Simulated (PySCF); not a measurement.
C₃H₉P (trimethylphosphine)

| atom | x (Å) | y (Å) | z (Å) |
| --- | --- | --- | --- |
| C | -0.4996 | 1.5176 | 0.3906 |
| P | -0.1545 | -0.2029 | 0.9776 |
| C | 1.5629 | -0.4045 | 0.3192 |
| C | -1.0833 | -1.1493 | -0.3130 |
| H | -0.2742 | 1.6532 | -0.6804 |
| H | 0.1022 | 2.2321 | 0.9729 |
| H | -1.5596 | 1.7588 | 0.5634 |
| H | 1.6397 | -0.1464 | -0.7503 |
| H | 1.8887 | -1.4469 | 0.4569 |
| H | 2.2525 | 0.2364 | 0.8895 |
| H | -0.8233 | -0.8344 | -1.3377 |
| H | -0.8698 | -2.2238 | -0.2069 |
| H | -2.1648 | -1.0095 | -0.1626 |

Geometry: PBE0-D3(BJ)/def2-SVP.

Level of theory: PBE0/pcSseg-1, SCF density, gas phase, non-relativistic (PySCF).

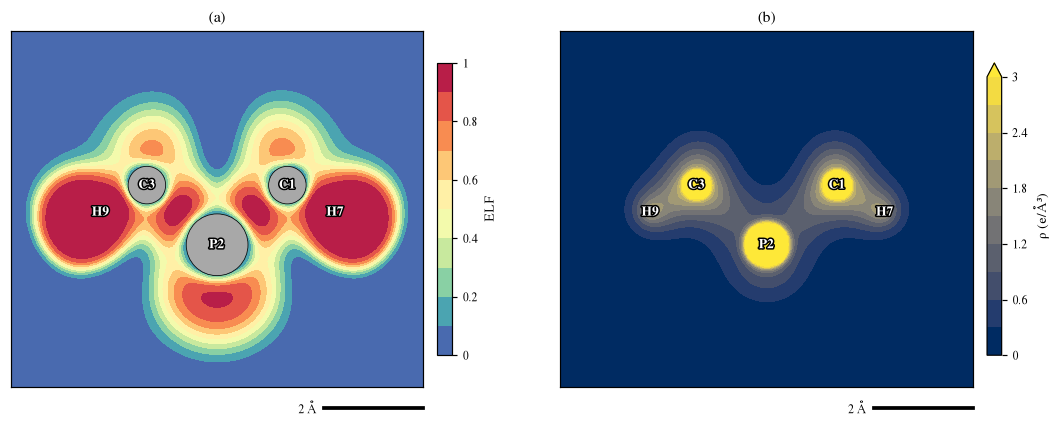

Figure 1. (a) ELF; (b) electron density on the plane of atoms C1, P2 and C3. Grey discs cover the atomic cores in the ELF map.

Q: Read the bonding off the picture.

A: Atoms in the plane: C, P and H.
C–P (1.85 Å): ρ is about 1.1 e/Å³ halfway; the ELF peaks at about 0.95 between the atoms (localised, covalent bonding).
C–H (1.10 Å): ρ is about 1.9 e/Å³ halfway; the ELF climbs to about 1 towards the hydrogen, as it does in any bond to H (a covalent bond by its length).
The ELF also peaks beside P2, away from the bonds: lone-pair regions.

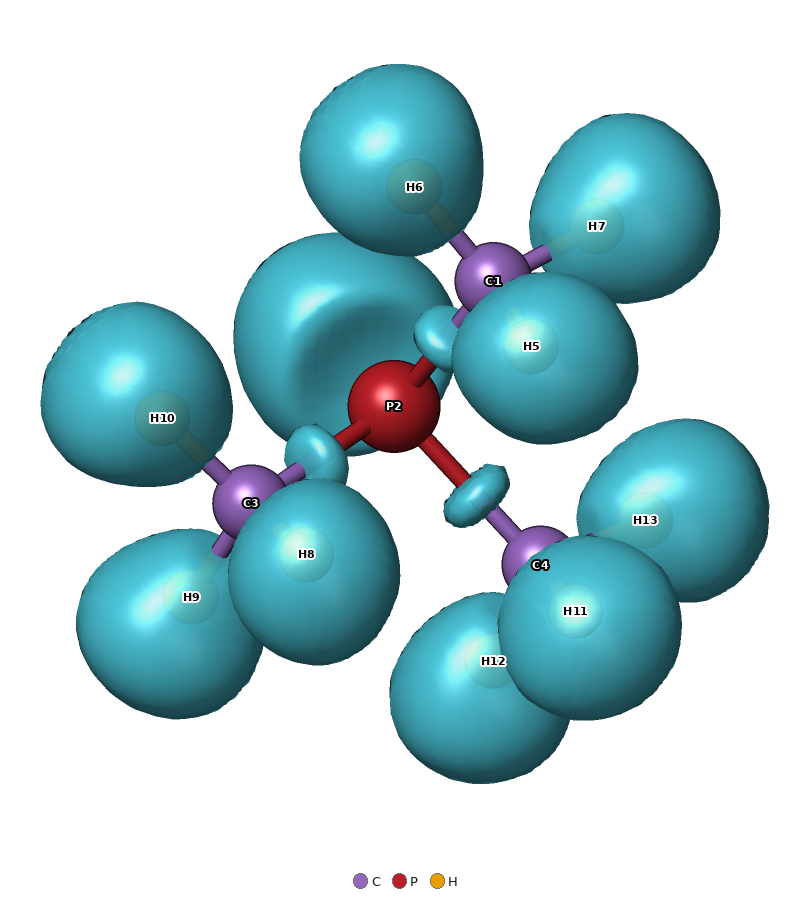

Figure 2. Isosurface of the ELF at 0.9 (cyan), seen at a tilt. Only the valence region is drawn (cores and ρ < 0.01 e/Å³ removed).

Q: Describe the localisation domains.

A: At this value the surface marks out three regions between bonded C–P atoms (shared pairs), nine regions around hydrogen nuclei and one lobe on P, pointing away from the bonds (lone pairs).

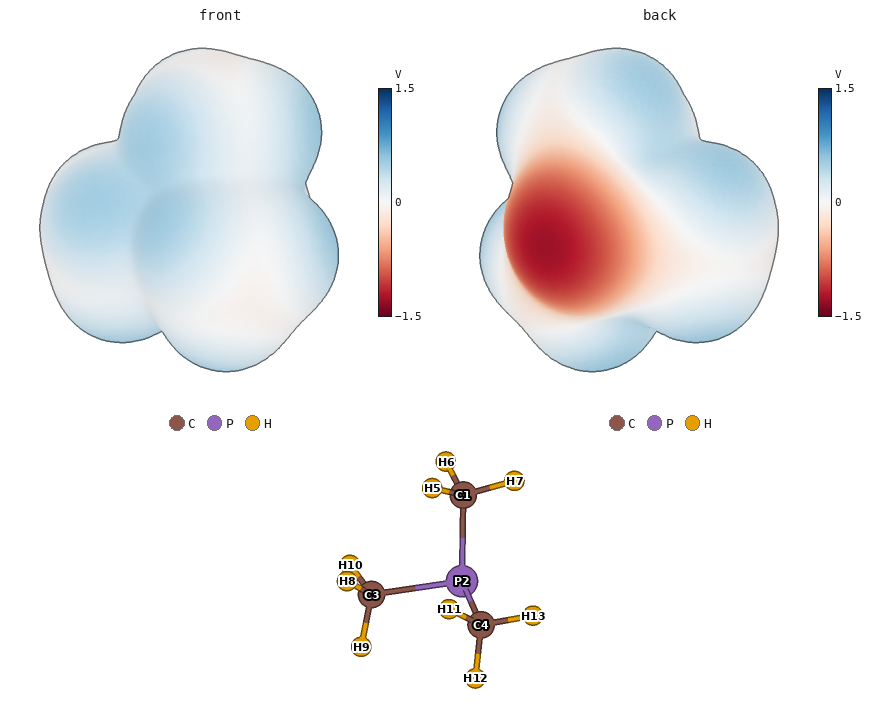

Figure 3. The molecular electrostatic potential painted on the density surface at 0.001 e/bohr³, seen from the front and from behind; the colour scale runs from red (negative) to blue (positive). The bare structure is drawn below in the same view.

Q: Describe the electrostatic potential map.

A: The most negative region (about −1.3 V) lies over P2, the most positive (about +0.5 V) over the H atoms.

Q: How polar is the molecule by this calculation?

A: Its dipole moment is 1.26 D.
